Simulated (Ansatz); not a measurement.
CH7BrGe: several calculations on one system

Part 1: Relaxation

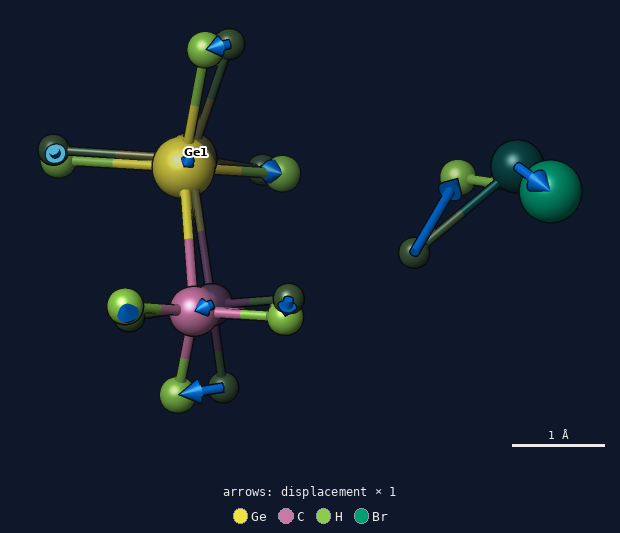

A relaxation of CH7BrGe. The starting structure is drawn faded, the final one solid; blue arrows show the displacements, at their true length. The two geometries are superimposed by the best rigid fit.

A ball-and-stick model, seen at a tilt.

The run prepares an end point of a later path (reaction) calculation, from a guessed geometry.

The calculation used RKS r2SCAN/def2-SVP in Ansatz.

Input file:
```yaml
crystal:
  periodic: [false, false, false]
  atoms:
    - { symbol: Ge, position_ang: [-0.051806, 0.131076, 0.17047] }
    - { symbol: C, position_ang: [-0.075484, 0.192275, 2.13247] }
    - { symbol: H, position_ang: [-1.022787, -0.193011, 2.536437] }
    - { symbol: H, position_ang: [0.756729, -0.347444, 2.611625] }
    - { symbol: H, position_ang: [0.026876, 1.243414, 2.449792] }
    - { symbol: H, position_ang: [1.392094, 0.080929, -0.339784] }
    - { symbol: H, position_ang: [-0.718152, 1.425004, -0.327491] }
    - { symbol: H, position_ang: [-0.850347, -1.064748, -0.354112] }
    - { symbol: Br, position_ang: [1.382692, -3.059321, 1.05431] }
    - { symbol: H, position_ang: [0.679586, -1.969173, 1.802885] }
basis:
  gaussian: { orbitals: def2-SVP }
hamiltonian:
  xc: r2scan
relax:
  f_tol: 0.03
  max_steps: 50
```

Command:
```bash
ansatz run input.yaml --threads 4 --pin off --max-ram 5120MiB --backend cpu --events-out ev --progress --plain --runs-dir out
```

What did the optimiser do to the structure, and how much energy did it gain?

Answer. After 20 accepted moves (23 points after the start) the energy has fallen by 4.63 kcal/mol. The largest force component goes from 1.2 to 0.0098 eV/Å. The line search rejected the trial steps at points 7, 10, 18 of the run. The forces were under the threshold at step 14, but the run went on from there. The atom that moves furthest after the best rigid fit is H10 (1.33 Å). By element the largest moves are H 1.33 Å, Br 0.57 Å, C 0.23 Å, Ge 0.15 Å. Near-neighbour distances that change, for instance: Br9–H10 1.498 → 1.428 Å, Ge1–H8 1.531 → 1.546 Å, Ge1–C2 1.963 → 1.949 Å, Ge1–H6 1.532 → 1.536 Å. Bond angles that change, for instance: C2–Ge1–H7 107.0° → 111.2°, Ge1–C2–H4 114.2° → 110.2°, H6–Ge1–H8 110.6° → 107.6°. Groups turn about Ge1–C2 by about 30°. The run took 44 s on 4 threads of Arm Neoverse V2, with other jobs on the host, peak memory 0.19 GiB.

Part 2: Relaxation

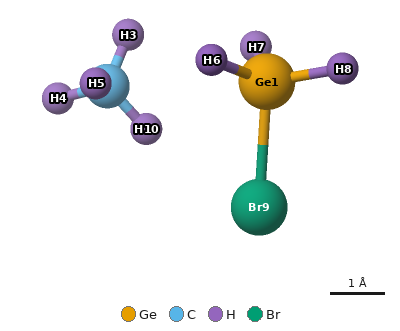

CH$_{7}$BrGe, before the relaxation. A ball-and-stick model, seen at a tilt.

The run prepares an end point of a later path (reaction) calculation, from a guessed geometry.

Method: RKS r2SCAN/def2-SVP (Ansatz 0.2.0).

The input:
```yaml
crystal:
  periodic: [false, false, false]
  atoms:
    - { symbol: Ge, position_ang: [-0.076722, -0.57077, -0.392919] }
    - { symbol: C, position_ang: [0.289929, 0.048002, 2.700464] }
    - { symbol: H, position_ang: [-0.596833, 0.618668, 2.405035] }
    - { symbol: H, position_ang: [0.334597, -0.01248, 3.796967] }
    - { symbol: H, position_ang: [1.194041, 0.554135, 2.334695] }
    - { symbol: H, position_ang: [0.944435, 0.524327, -0.092323] }
    - { symbol: H, position_ang: [-1.382735, -0.416726, 0.382096] }
    - { symbol: H, position_ang: [-0.328416, -0.676249, -1.900962] }
    - { symbol: Br, position_ang: [0.897007, -2.654045, 0.210552] }
    - { symbol: H, position_ang: [0.244097, -0.975862, 2.292994] }
basis:
  gaussian: { orbitals: def2-SVP }
hamiltonian:
  xc: r2scan
relax:
  f_tol: 0.03
  max_steps: 50
```

Command:
```bash
ansatz run input.yaml --threads 4 --pin off --max-ram 5120MiB --backend cpu --events-out ev --progress --plain --runs-dir out
```

Q: What does the optimiser find from here?

A: H7 moves most after the best rigid fit: 0.38 Å. By element the largest moves are H 0.38 Å, Ge 0.36 Å, C 0.34 Å, Br 0.28 Å. Among the contacts that change: Ge1–Br9 2.377 → 2.317 Å, C2–H10 1.103 → 1.099 Å. Among the angles between lasting bonds that change: H8–Ge1–Br9 104.9° → 107.0°. The energy falls by 3.67 kcal/mol in 5 accepted moves (6 points after the start). The largest force component goes from 0.62 to 0.028 eV/Å. The line search rejected the trial step at point 2 of the run. The run took 14 s on 4 threads of Arm Neoverse V2 (shared host), peak memory 0.19 GiB.

History of the run:

| step | E − E(0), kcal/mol | largest force component, eV/Å | note |
| --- | --- | --- | --- |
| 0 | 0.00 | 0.6157 |  |
| 1 | -3.16 | 0.0718 |  |
| 2 | -3.03 | 0.3189 | rejected |
| 3 | -3.42 | 0.0477 |  |
| 4 | -3.59 | 0.1127 |  |
| 5 | -3.65 | 0.0138 |  |
| 6 | -3.67 | 0.0278 |  |

The structure at the end:

```xyz
10

Ge   -0.1129   -0.6644   -0.7368
C     0.3401    0.1185    3.0297
H    -0.5659    0.6515    2.7108
H     0.3781    0.0939    4.1269
H     1.2278    0.6405    2.6472
H     0.8843    0.4405   -0.3805
H    -1.4384   -0.4971    0.0099
H    -0.3304   -0.7570   -2.2515
Br    0.8122   -2.6782   -0.0601
H     0.3245   -0.9092    2.6410
```

The end point in the same view:

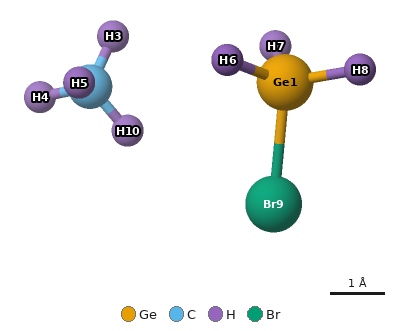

Limits of the set-up: the start holds two separate molecules, 2.4 Å apart at their closest, whose relative position is a soft coordinate and is computed without a dispersion correction.

Part 3: Path

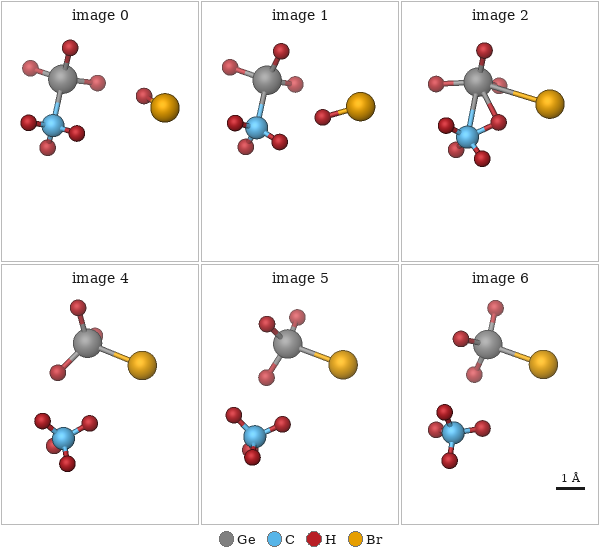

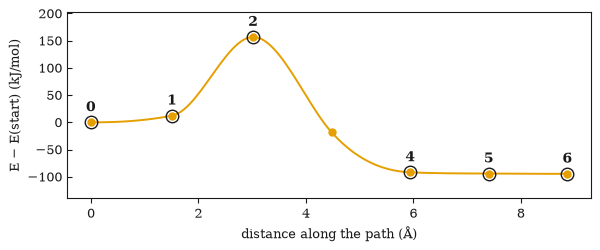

A search for the minimum-energy path of CH7BrGe by the nudged elastic band. Images are numbered from 0 (start) to 6 (end). Style: ball-and-stick. Shown at a tilt.

Level of theory: Ansatz 0.2.0, RKS r2SCAN/def2-SVP. Run with 5 movable images; climbing image; force threshold 0.03 eV/Å; iteration limit 60; starting path through a guess of the saddle point.

Question: Describe the mechanism and the energy profile.

Answer: Breaking: Br–H (1.43 → 3.27 Å), C–Ge (1.95 → 3.87 Å). Forming: C–H (3.52 → 1.10 Å), Br–Ge (4.09 → 2.32 Å). Forward barrier 156.9 kJ/mol, backward barrier 251.5 kJ/mol, with image 2 at the top; the reaction energy is −94.7 kJ/mol. The band converged in 25 iterations, with a climbing image at the top. At the top, the vibrational analysis gives one imaginary mode (572i cm⁻¹), as a transition state must have.

The run took 3.8 min on 4 threads of Arm Neoverse V2 (shared host), peak memory 0.2 GiB.
